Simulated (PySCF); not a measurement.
```xyz
14

C    -1.8942   -0.1947   -0.6127
C    -1.1437    0.2670    0.6374
C     0.3125    0.4289    0.3507
C     1.2154   -0.6436    0.1562
C     2.4627   -0.1588   -0.1172
Cl    3.8837   -1.0477   -0.4220
S     2.4227    1.5732   -0.1116
N     0.8330    1.6241    0.2349
H    -2.9473   -0.3378   -0.3848
H    -1.4873   -1.1336   -0.9809
H    -1.8069    0.5509   -1.3987
H    -1.2714   -0.4692    1.4338
H    -1.5400    1.2249    0.9739
H     0.9602   -1.6841    0.2189
```

Geometry: GFN2-xTB.

These are results of PBE0/def2-SVPD, SCF density, gas phase (PySCF), not measurements.

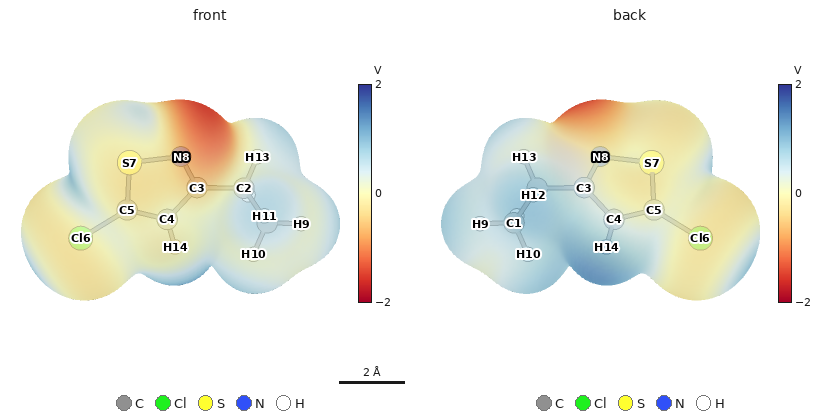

C5H6ClNS (SMILES CCc1cc(Cl)sn1). The electrostatic potential painted on the density surface at 0.002 e/bohr³, seen from the front and from behind; the colour scale runs from red (negative) to blue (positive).

### Describe the electrostatic potential map.

The most negative region (about −1.5 V, or −35 kcal/mol for a unit charge) lies over N8, the most positive (about +1.4 V, or +32 kcal/mol for a unit charge) over H14. Cl6 shows a σ-hole: about +0.8 V, or +18 kcal/mol for a unit charge at the tip opposite its bond, against about −0.2 V on its flanks. N8 is the likeliest acceptor of a hydrogen bond.
